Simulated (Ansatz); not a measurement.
## Electronic structure of LiF in real space

```xyz
2

F     0.0000    0.0000   -0.7808
Li    0.0000    0.0000    0.7808
```

Geometry: B3LYP-D4/def2-TZVP.

These are results of isolated molecule in a Gaussian basis; Kohn-Sham density functional theory, functional PBE0 in Ansatz 0.2.0, not measurements.

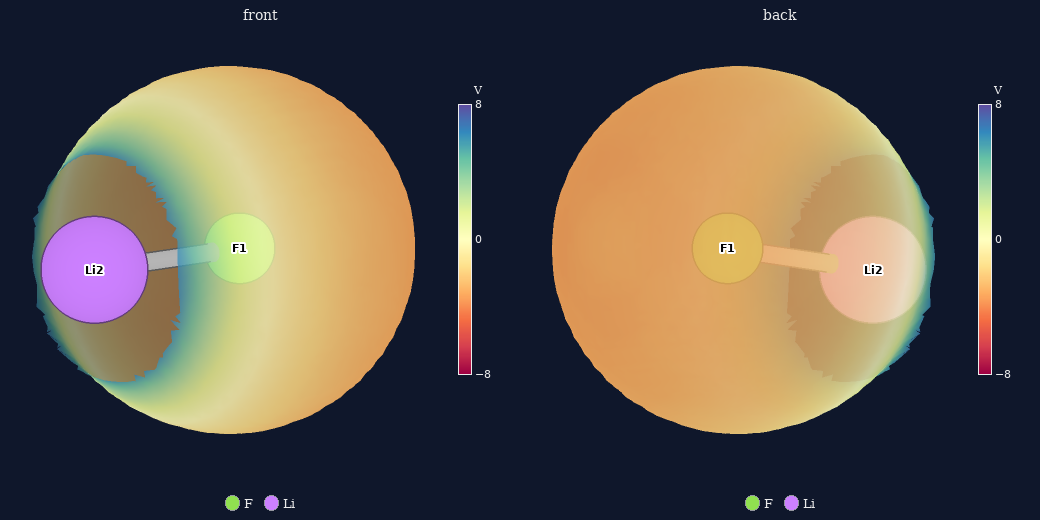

Figure 1. The molecular electrostatic potential painted on the density surface at 0.004 e/bohr³, seen from the front and from behind; red is negative and blue positive.

### Which sites attract a positive test charge, and which a negative one?

A positive charge is drawn to the negative regions and a negative charge to the positive ones. The most negative region (about −3.4 V) lies over F1, the most positive (about +6.0 V) over Li2.

### What dipole moment does the calculation give?

Its dipole moment is 6.23 D.

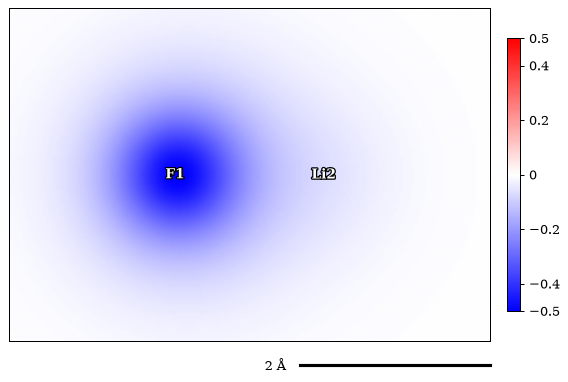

Figure 2. The HOMO on a plane 0.8 Å above a plane that holds the molecular axis (values in Å⁻³ᐟ²; the overall sign is arbitrary).

### Where does this orbital lie, and at what energy?

It lies mainly on F1 (about 95 %). It is one of a degenerate set, so its orientation is arbitrary. Its energy is −7.94 eV.
